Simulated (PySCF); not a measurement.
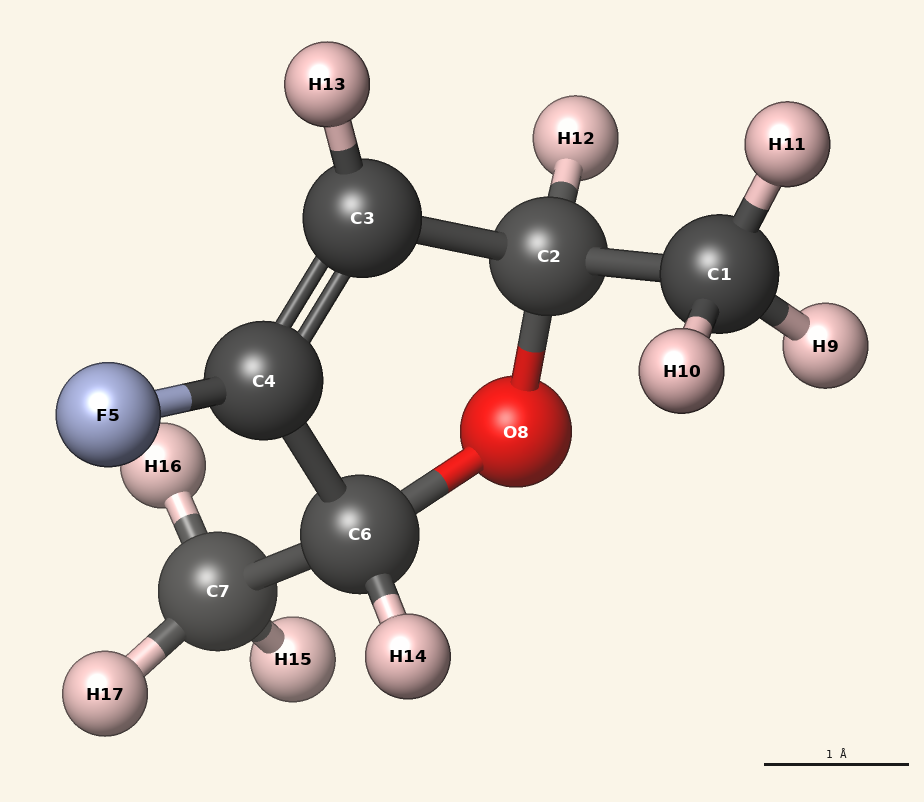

Atoms carry their numbers in the input. Geometry: a frame of a GFN2-xTB molecular-dynamics simulation, not a minimum.

Q: What is the geometry at C2?

A: C2 has 4 neighbours (C1 at 1.51, C3 at 1.55, O8 at 1.40, H12 at 1.11 Å); the arrangement is tetrahedral.

Q: Describe the coordination of atom 4.

A: C4 has 3 neighbours (C3 at 1.33, F5 at 1.37, C6 at 1.50 Å); the arrangement is trigonal planar.

Q: What is the geometry at C6?

A: C6 has 4 neighbours (C4 at 1.50, C7 at 1.56, O8 at 1.43, H14 at 1.04 Å); the arrangement is tetrahedral.

Q: Describe the coordination of atom 7.

A: C7 has 4 neighbours (C6 at 1.56, H15 at 1.04, H16 at 1.05, H17 at 1.11 Å); the arrangement is tetrahedral.

Q: What is the dihedral angle C2–C3–C4–C6?

A: 1° in size, that is syn (eclipsed).
